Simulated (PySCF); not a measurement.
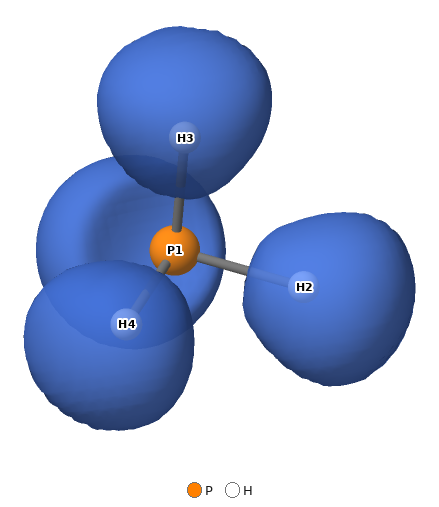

*PH3. Isosurface of the electron localisation function at 0.9 (blue), seen at a tilt. Core shells and regions of very low density are left out.*

Geometry: PBE0-D3(BJ)/def2-SVP.

These are results of PBE0/pcSseg-1, SCF density, gas phase, non-relativistic in PySCF, not measurements.

### Describe the localisation domains.

The surface consists of three regions around hydrogen nuclei and one lobe on P, pointing away from the bonds (lone pairs).

Values along the shortest contacts:
P–H (1.43 Å): the ELF climbs to about 1 towards the hydrogen, as it does in any bond to H.
